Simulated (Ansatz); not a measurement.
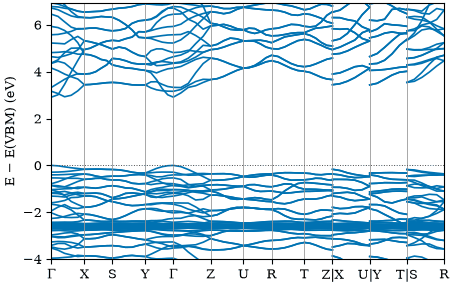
Band structure from PBE in the plane-wave PAW code Ansatz

Problem. Read off the gap and where the band edges lie.

Solution. About 2.9 eV (2.91 eV by a search for the band edges); maximum at Γ, minimum at Γ.

Problem. Pick the material that matches.
(A) CaZrN2, Pna2_1 (Ca on 4a, Zr on 4a, N on 4a, N on 4a)
(B) ZnGaNO, Pna2_1 (Zn on 4a, Ga on 4a, O on 4a, N on 4a)
(C) LuAlN2, Pna2_1 (Lu on 4a, Al on 4a, N on 4a, N on 4a)
(D) SrHfN2, Pna2_1 (Sr on 4a, Hf on 4a, N on 4a, N on 4a)

Solution. C, LuAlN2, Pna2_1 (Lu on 4a, Al on 4a, N on 4a, N on 4a)

The start of the workflow was typed in or built on a structure type; neither database checked (COD, Materials Project) lists it. Its standing as an ambient phase is unchecked. The PBE relaxation kept the symmetry of its start; its stability against distortions is not shown here. Spin–orbit coupling is left out wherever it is not named.

Potentials: the earlier of the program's two PAW sets.
